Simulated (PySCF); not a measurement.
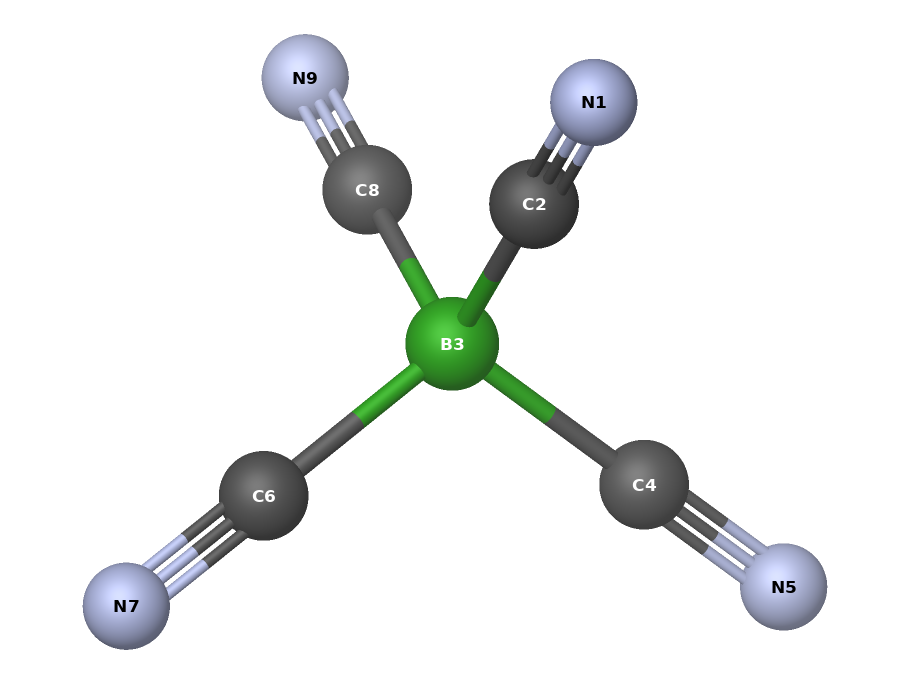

State: charge −1, singlet. The computed structure is the end point of a PBE0-D3(BJ)/def2-SVP optimisation. No frequency run is at hand to confirm it as a minimum. Properties computed with delta-SCF UKS SCAN, pcX-2 on the ionised atom, pcseg-1 elsewhere, spin-free X2C (PySCF 2.14.0).

Give the core-electron binding energies (to vacuum) of N1 1s, C2 1s, B3 1s.

```csv
atom,level,binding energy (eV)
N1,1s,401.4
C2,1s,288.3
B3,1s,193.6
```
